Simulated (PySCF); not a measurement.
# PO(OH)2: structure of the doublet

Where does doublet PO(OH)2 go from a T-shaped (ligand arrangement 1) start, is the end point a minimum, and what are its modes, charges and moments?

The runs use PySCF 2.14.0; PBE0, basis P def2-TZVP, O def2-TZVP, H def2-TZVP, no relativity, density fitting.

## Step 1: The starting structure

6 atoms, charge 0, spin multiplicity 2.

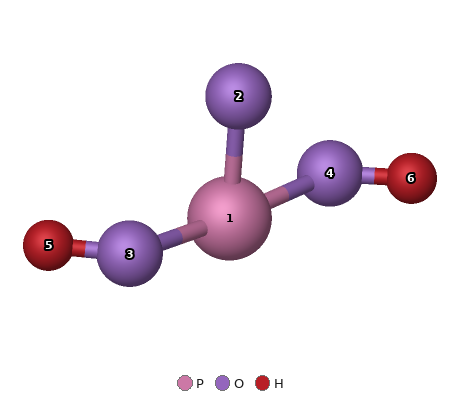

Start geometry, drawn with phosphorus pink, oxygen purple, hydrogen red; atoms are numbered from 1 in the order of the file.

```xyz
6
charge 0 multiplicity 2
P     0.0000    0.0000    0.0000
O     0.0000    0.0000    1.5900
O     1.7389    0.0000    0.0607
O    -1.7389    0.0000    0.0607
H     2.3556   -0.7354    0.0823
H    -2.3556    0.7354    0.0823
```

## Step 2: The SCF at the typed geometry

The steps below are one call of a driver around PySCF. For each, scf.py gives the equivalent set-up of the SCF; relaxations use the driver's own optimiser. After this first run the driver tries any further starts and a stability analysis.

scf.py reads:

```python
from pyscf import gto, scf, dft
mol = gto.M(atom='''
P      0.000000     0.000000     0.000000
O      0.000000     0.000000     1.590000
O      1.738900     0.000000     0.060700
O     -1.738900     0.000000     0.060700
H      2.355600    -0.735400     0.082300
H     -2.355600     0.735400     0.082300''',
    basis={'P': 'def2-TZVP', 'O': 'def2-TZVP', 'H': 'def2-TZVP'},
    charge=0, spin=1)
mf = dft.UKS(mol, xc='PBE0')
mf.grids.atom_grid = (50, 194)
aux = {'P': 'def2-universal-JKFIT', 'O': 'def2-universal-JKFIT', 'H': 'def2-universal-JKFIT'}
mf = mf.density_fit(auxbasis=aux)
mf.conv_tol = 1e-08
mf.diis_space = 10
mf.max_cycle = 60
mf.init_guess = 'minao'
mf.verbose = 4
mf.kernel()
```

Command:

```bash
$ OMP_NUM_THREADS=4 python axn.py task.json out
```

Output:

```text
init E= -568.205314797514
[... the frontier-level lines of each cycle are left out ...]
cycle= 1 E= -567.498133957067  delta_E= 0.707  |g|= 0.941  |ddm|= 1.66
cycle= 2 E= -564.464712431975  delta_E= 3.03  |g|= 2.46  |ddm|= 2.26
cycle= 3 E= -567.662675342041  delta_E= -3.2  |g|= 0.705  |ddm|= 2.03
cycle= 4 E= -567.857798656816  delta_E= -0.195  |g|= 0.182  |ddm|= 0.498
cycle= 5 E= -567.869860371696  delta_E= -0.0121  |g|= 0.0582  |ddm|= 0.176
cycle= 6 E= -567.871509307081  delta_E= -0.00165  |g|= 0.0243  |ddm|= 0.0572
cycle= 7 E= -567.871940170338  delta_E= -0.000431  |g|= 0.00808  |ddm|= 0.0269
cycle= 8 E= -567.872083818597  delta_E= -0.000144  |g|= 0.00441  |ddm|= 0.0185
cycle= 9 E= -567.87216799944  delta_E= -8.42e-05  |g|= 0.00329  |ddm|= 0.0146
cycle= 10 E= -567.872240927325  delta_E= -7.29e-05  |g|= 0.00201  |ddm|= 0.0184
cycle= 11 E= -567.872279194969  delta_E= -3.83e-05  |g|= 0.000602  |ddm|= 0.0193
cycle= 12 E= -567.872282738455  delta_E= -3.54e-06  |g|= 0.000216  |ddm|= 0.00627
cycle= 13 E= -567.872283006954  delta_E= -2.68e-07  |g|= 7.44e-05  |ddm|= 0.00177
cycle= 14 E= -567.872283031149  delta_E= -2.42e-08  |g|= 4.63e-05  |ddm|= 0.000401
cycle= 15 E= -567.872283041267  delta_E= -1.01e-08  |g|= 2.15e-05  |ddm|= 0.000271
cycle= 16 E= -567.872283043873  delta_E= -2.61e-09  |g|= 1.3e-05  |ddm|= 0.000138
Extra cycle  E= -567.8722830442  delta_E= -3.27e-10  |g|= 1.83e-05  |ddm|= 3.56e-05
converged SCF energy = -567.8722830442  <S^2> = 0.79471645  2S+1 = 2.0442274
```

This step, with its further starts and checks, ran for 7.9 s (4 threads of Arm Neoverse V2, shared host).

The test of internal stability found no lower solution of this spin.

## Step 3: T-shaped (ligand arrangement 1) start, doublet: relaxation

The program finds C2 symmetry in the start, which this walk keeps.

Changes to scf.py since step 2:

```diff
@@ -3,6 +3,6 @@
-P      0.000000     0.000000     0.000000
-O      0.000000     0.000000     1.590000
-O      1.738900     0.000000     0.060700
-O     -1.738900     0.000000     0.060700
-H      2.355600    -0.735400     0.082300
-H     -2.355600     0.735400     0.082300''',
+P      0.000000     0.000000    -0.340103
+O      0.000000     0.000000     1.249897
+O      1.738900    -0.000000    -0.279403
+O     -1.738900     0.000000    -0.279403
+H      2.355600    -0.735400    -0.257803
+H     -2.355600     0.735400    -0.257803''',
@@ -18 +17,0 @@
-mf.init_guess = 'minao'
```

The optimiser's trace:

```
step  energy (Eh)  change (kJ/mol)  largest symmetric gradient (Eh/bohr)
   0  -567.872283             0.00                               0.15538
   1  -567.918248          -120.68                               0.04714
   2  -567.937372          -170.89                               0.01501
   3  -567.945396          -191.96                               0.02626
   4  -567.948697          -200.62                               0.00924
   5  -567.950793          -206.13                               0.00982
   6  -567.952982          -211.88                               0.01402
   7  -567.955222          -217.76                               0.01421
   8  -567.957507          -223.76                               0.00822
   9  -567.958227          -225.65                               0.02200
  10  -567.960225          -230.89                               0.00974
  11  -567.960975          -232.86                               0.00244
  12  -567.960986          -232.89                               0.00437
  13  -567.961026          -232.99                               0.00186
  14  -567.961040          -233.03                               0.00101
  15  -567.961079          -233.13                               0.00154
  16  -567.961102          -233.19                               0.00131
  17  -567.961115          -233.23                               0.00047
  18  -567.961118          -233.24                               0.00029
  19  -567.961119          -233.24                               0.00013
```

The walk took 46 s.

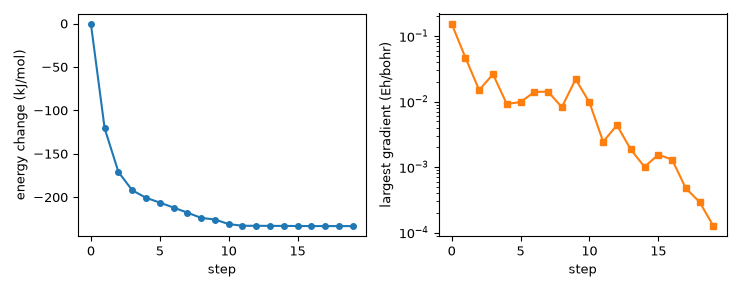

Energy and largest gradient along the walk.

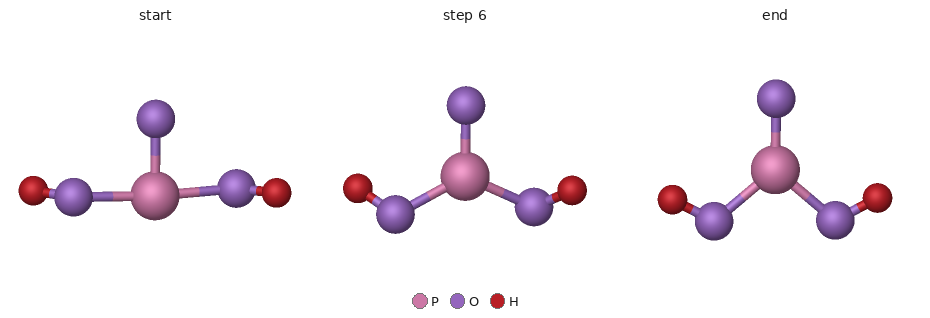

Start and end of the relaxation, with a step between.

It settles in C2v symmetry, 233.2 kJ/mol below the start, after 19 steps: O–H 0.968 Å (×2), P–O 1.469 Å, P–O 1.627 Å (×2); H–O–P 111.3° (×2), O–P–O 98.8°, O–P–O 130.6° (×2).

## Step 4: Is it a minimum? Harmonic modes

On the finer grid the gradient is checked again; gradients at displacements of ±0.02 bohr then give force constants and infrared intensities.

Changes to scf.py since step 3:

```diff
@@ -3,6 +3,6 @@
-P      0.000000     0.000000    -0.340103
-O      0.000000     0.000000     1.249897
-O      1.738900    -0.000000    -0.279403
-O     -1.738900     0.000000    -0.279403
-H      2.355600    -0.735400    -0.257803
-H     -2.355600     0.735400    -0.257803''',
+P      0.000000    -0.000000     0.143037
+O      0.000000    -0.000000     1.612437
+O      1.206810    -0.267250    -0.915771
+O     -1.206810     0.267250    -0.915771
+H      2.041024    -0.451988    -0.459916
+H     -2.041024     0.451988    -0.459916''',
@@ -12 +12 @@
-mf.grids.atom_grid = (50, 194)
+mf.grids.atom_grid = (75, 302)
@@ -15 +15 @@
-mf.conv_tol = 1e-08
+mf.conv_tol = 1e-10
```

This SCF starts from the last density.

Log of the central SCF (cycles and frontier levels):

```text
init E= -567.961140464673
[... the frontier-level lines of each cycle are left out ...]
cycle= 1 E= -567.961140464667  delta_E= 5.8e-12  |g|= 5.87e-06  |ddm|= 6.82e-06
Extra cycle  E= -567.961140464616  delta_E= 5.12e-11  |g|= 1.31e-05  |ddm|= 1.12e-05
converged SCF energy = -567.961140464616  <S^2> = 0.76261354  2S+1 = 2.012574
```

The whole step took 75 s.

Geometry: C2v; O–H 0.968 Å (×2), P–O 1.469 Å, P–O 1.628 Å (×2); H–O–P 111.3° (×2), O–P–O 98.8°, O–P–O 130.6° (×2).

Harmonic modes (main isotopes):

```
symmetry  ω (cm⁻¹)  IR (km/mol)
      b1     1287i          516
      b2      217i          0.0
      a1       241          2.9
      a2       323          0.0
      b1       440          197
      a1       676         37.4
      b2       757          380
      a1       888         86.1
      b2       921          0.4
      a1      1261          228
      a1      3768          9.5
      b2      3776          163
```

With 2 modes imaginary (up to 1287i cm⁻¹) this point is a saddle.

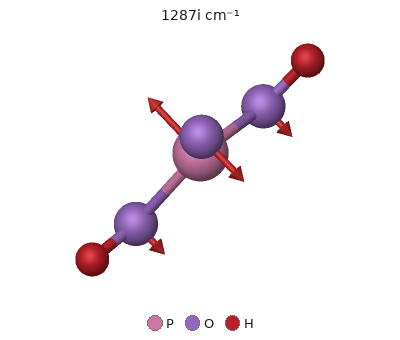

The imaginary mode, as arrows.

Constants and moments:

```
Dipole moment                                                   : 0.83 D
Highest occupied level                                          : -4.56 eV
Lowest empty level                                              : -1.80 eV
Rotational constants                                            : 0.2922, 0.2426, 0.1326 cm⁻¹
Zero-point energy (real modes)                                  : 78.1 kJ/mol
Principal polarisabilities                                      : 36.9, 39.8, 48.4 bohr³
Atomisation energy without zero-point energy                    : 2017 kJ/mol
Principal traceless quadrupole moments about the centre of mass : -13.46, -0.98, 14.44 D Å
Spin squared ⟨S²⟩                                               : 0.763
```

Populations by atom (charges in e):

| atom | Mulliken | Löwdin | polar tensor | spin (Mulliken) | Mayer order to P1 |
| --- | --- | --- | --- | --- | --- |
| P1 | 0.40 | 0.22 | 0.12 | 0.92 | – |
| O2 | -0.32 | -0.23 | -0.03 | -0.04 | 1.86 |
| O3,4 | -0.35 | -0.14 | -0.34 | 0.02 | 1.01 |
| H5,6 | 0.31 | 0.15 | 0.30 | 0.04 | 0.10 |

Outer orbital energies (eV). α occupied: -14.26, -12.93, -12.70, -11.96, -10.73, -9.96, -9.87, -4.56; empty: -1.80, 0.78, 0.88, 3.23. β occupied: -14.97, -13.95, -12.69, -12.24, -11.45, -10.67, -10.04, -9.72; empty: -1.34, -0.57, 1.04, 1.26.

Mulliken populations on P1: s 5.79, p 7.93, d 0.79, f 0.10.

## Step 5: Downhill along the imaginary mode

The start is the last point, displaced along its most imaginary mode.

The program finds Cs symmetry in the start, which this walk keeps. The walk stops when the largest gradient is under 0.0003 Eh/bohr and the energy has settled too.

Changes to scf.py since step 4:

```diff
@@ -3,6 +3,6 @@
-P      0.000000    -0.000000     0.143037
-O      0.000000    -0.000000     1.612437
-O      1.206810    -0.267250    -0.915771
-O     -1.206810     0.267250    -0.915771
-H      2.041024    -0.451988    -0.459916
-H     -2.041024     0.451988    -0.459916''',
+P     -0.025946    -0.117162     0.143052
+O      0.020902     0.094387     1.612452
+O      1.221093    -0.202751    -0.915756
+O     -1.192526     0.331750    -0.915756
+H      2.047164    -0.424261    -0.459901
+H     -2.034883     0.479716    -0.459901''',
@@ -12 +12 @@
-mf.grids.atom_grid = (75, 302)
+mf.grids.atom_grid = (50, 194)
@@ -15 +15 @@
-mf.conv_tol = 1e-10
+mf.conv_tol = 1e-08
```

Steps of the walk:

```
step  energy (Eh)  change (kJ/mol)  largest symmetric gradient (Eh/bohr)
   0  -567.993310             0.00                               0.08049
   1  -568.016087           -59.80                               0.04431
   2  -568.021868           -74.98                               0.01992
   3  -568.022041           -75.43                               0.00985
   4  -568.022194           -75.83                               0.00492
   5  -568.022263           -76.02                               0.00216
   6  -568.022291           -76.09                               0.00107
   7  -568.022304           -76.12                               0.00119
   8  -568.022310           -76.14                               0.00062
   9  -568.022310           -76.14                               0.00009
```

The walk took 22 s.

Geometry (Å) and forces (eV/Å) at some steps:

```
step 0
P   -0.026  -0.117   0.143  -0.921  -4.138  -0.297
O    0.021   0.094   1.612   0.388   1.726  -1.166
O    1.221  -0.203  -0.916  -0.279   1.289   0.756
O   -1.193   0.332  -0.916   0.797   1.050   0.757
H    2.047  -0.424  -0.460  -0.186   0.079  -0.025
H   -2.035   0.480  -0.460   0.202  -0.007  -0.025
step 1
P   -0.072  -0.324   0.145   0.272   1.213  -0.050
O    0.040   0.180   1.567  -0.130  -0.566  -2.278
O    1.209  -0.138  -0.894  -0.793  -0.229   1.281
O   -1.154   0.385  -0.894   0.624  -0.541   1.280
H    2.032  -0.420  -0.461  -0.315   0.134  -0.117
H   -2.019   0.478  -0.461   0.343  -0.011  -0.117
step 5
P   -0.076  -0.345   0.098  -0.003  -0.032  -0.112
O    0.039   0.177   1.469   0.001   0.032   0.068
O    1.189  -0.169  -0.870  -0.033  -0.002  -0.007
O   -1.149   0.349  -0.870   0.031  -0.015  -0.010
H    2.013  -0.367  -0.412   0.002   0.008   0.030
H   -1.980   0.517  -0.412   0.002   0.009   0.030
step 9
P   -0.080  -0.360   0.088   0.003  -0.001  -0.001
O    0.038   0.172   1.457  -0.006  -0.001   0.000
O    1.188  -0.191  -0.877   0.005  -0.001   0.005
O   -1.158   0.329  -0.877  -0.003   0.002   0.003
H    2.010  -0.334  -0.393  -0.005   0.001  -0.003
H   -1.963   0.546  -0.393   0.005   0.000  -0.003
```

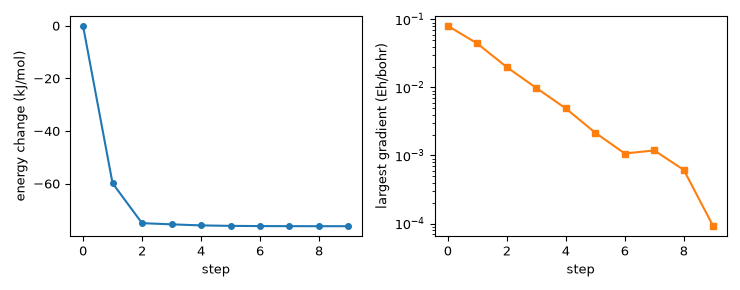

How energy and gradient fall.

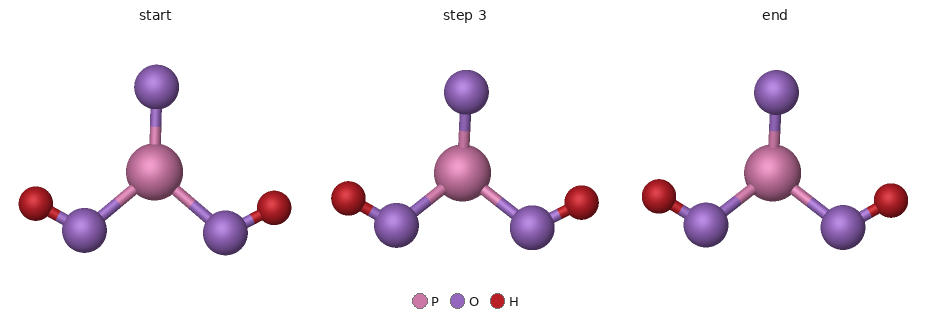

Start and end of the relaxation, with a step between.

End point (Cs, 9 steps, 76.1 kJ/mol gained): O–H 0.964 Å (×2), P–O 1.473 Å, P–O 1.603 Å (×2); H–O–P 110.9° (×2), O–P–O 97.1°, O–P–O 117.3° (×2).

## Step 6: Hessian and properties

As before: finer grid, then central differences.

Changes to scf.py since step 5:

```diff
@@ -3,6 +3,6 @@
-P     -0.025946    -0.117162     0.143052
-O      0.020902     0.094387     1.612452
-O      1.221093    -0.202751    -0.915756
-O     -1.192526     0.331750    -0.915756
-H      2.047164    -0.424261    -0.459901
-H     -2.034883     0.479716    -0.459901''',
+P     -0.063490    -0.286699     0.123151
+O      0.054421     0.245745     1.491195
+O      1.204425    -0.117513    -0.842225
+O     -1.141429     0.401980    -0.842225
+H      2.026290    -0.259532    -0.358557
+H     -1.946413     0.620230    -0.358557''',
@@ -12 +12 @@
-mf.grids.atom_grid = (50, 194)
+mf.grids.atom_grid = (75, 302)
@@ -15 +15 @@
-mf.conv_tol = 1e-08
+mf.conv_tol = 1e-10
```

SCF at the final geometry:

```text
init E= -568.022304791066
[... the frontier-level lines of each cycle are left out ...]
cycle= 1 E= -568.022304791063  delta_E= 2.5e-12  |g|= 2.79e-06  |ddm|= 2.33e-06
Extra cycle  E= -568.022304791054  delta_E= 9.09e-12  |g|= 5.96e-06  |ddm|= 4.73e-06
converged SCF energy = -568.022304791054  <S^2> = 0.75374729  2S+1 = 2.0037438
```

The whole step ran for 84 s (4 threads of Arm Neoverse V2, shared host).

Geometry: Cs; O–H 0.964 Å (×2), P–O 1.473 Å, P–O 1.603 Å (×2); H–O–P 110.9° (×2), O–P–O 97.1°, O–P–O 117.3° (×2).

Modes, for the most abundant isotopes:

```csv
symmetry,ω (cm⁻¹),IR (km/mol),μ (u)
a'',124,22.0,1.25
a',263,128,1.45
a'',361,22.1,5.08
a',399,86.8,2.19
a',477,48.3,19.56
a',854,55.6,10.26
a'',876,320,3.97
a',1009,122,1.18
a'',1012,0.0,1.50
a',1269,187,16.68
a'',3853,293,1.07
a',3854,8.5,1.07
```

All wavenumbers are real: a minimum.

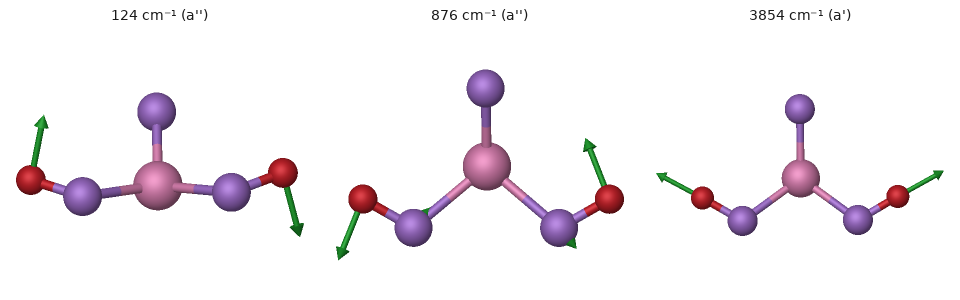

How the atoms move in 3 of the modes.

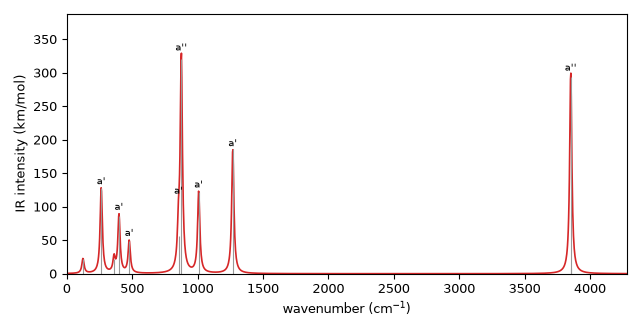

The harmonic infrared spectrum (widths in cm⁻¹). Lines are broadened to a width of 20 cm⁻¹ (Lorentzian).

Properties at this point:

```yaml
Dipole_moment: 1.15 D
Highest_occupied_level: -6.97 eV
Lowest_empty_level: -2.88 eV
Rotational_constants: 0.2861, 0.2658, 0.1485 cm⁻¹
Zero-point_energy: 85.8 kJ/mol
Principal_polarisabilities: 24.9, 34.5, 35.7 bohr³
Atomisation_energy_without_zero-point_energy: 2177 kJ/mol
Principal_traceless_quadrupole_moments_about_the_centre_of_mass: -13.15, -1.48, 14.63 D Å
Entropy_at_298.15_K_and_1_bar_electronic_part_spin_only: 305.3 J/(mol K)
Heat_capacity_Cp_at_298.15_K: 75.1 J/(mol K)
Enthalpy_at_298.15_K_above_0_K: 15.86 kJ/mol
Rotational_symmetry_number: 1
Spin_squared_⟨S²⟩: 0.754
```

Populations by atom (charges in e):

```csv
atom,Mulliken,Löwdin,polar tensor,spin (Mulliken),Mayer order to P1
P1,0.61,0.16,1.49,0.66,–
O2,-0.45,-0.26,-0.67,0.19,1.99
"O3,4",-0.42,-0.13,-0.74,0.07,1.16
"H5,6",0.34,0.18,0.33,0.00,0.04
```

Mulliken populations on P1: s 5.41, p 8.12, d 0.75, f 0.11.

## Step 7: The points found, side by side

| spin | group | bonds | imaginary modes (cm⁻¹) | ΔE (kJ/mol) | with zero-point energy |
| --- | --- | --- | --- | --- | --- |
| doublet | Cs | O–H 0.964 Å (×2), P–O 1.473 Å, P–O 1.603 Å (×2) | none | 0.0 | 0.0 |
| doublet | C2v | O–H 0.968 Å (×2), P–O 1.469 Å, P–O 1.628 Å (×2) | 1287i, 217i | 160.6 | – |

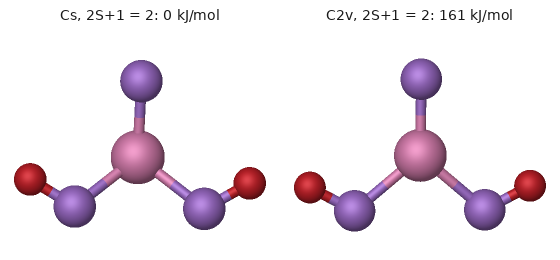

The points, lowest first (phosphorus pink, oxygen purple, hydrogen red).

## Step 8: What came out

```
                                          quantity                                                                                                                             value
                                           minimum                                                                                                                       doublet, Cs
                                          geometry                                O–H 0.964 Å (×2), P–O 1.473 Å, P–O 1.603 Å (×2); H–O–P 110.9° (×2), O–P–O 97.1°, O–P–O 117.3° (×2)
                                wavenumbers (cm⁻¹)  124 (a''), 263 (a'), 361 (a''), 399 (a'), 477 (a'), 854 (a'), 876 (a''), 1009 (a'), 1012 (a''), 1269 (a'), 3853 (a''), 3854 (a')
                                     dipole moment                                                                                                                            1.15 D
highest occupied, lowest empty level (either spin)                                                                                                                   -6.97, -2.88 eV
                         polar-tensor charge of P1                                                                                                                           +1.49 e
                                 zero-point energy                                                                                                                       85.8 kJ/mol
                               entropy at 298.15 K                                                                                                                   305.3 J/(mol K)
         atomisation energy (no zero-point energy)                                                                                                                       2177 kJ/mol
                                              ⟨S²⟩                                                                                                                             0.754
```

What this shows: The T-shaped (ligand arrangement 1) start (C2) ends in a minimum of Cs symmetry, after a stop at a second-order saddle point 160.6 kJ/mol higher, from which it was pushed off along an imaginary mode. The strongest infrared band lies at 876 cm⁻¹ (a''). Most of the spin sits on P1 (Mulliken spin 0.66, against 1 for the whole molecule). Other starts or spin states, not run here, may lie lower.

The search up to here took 3.9 min.
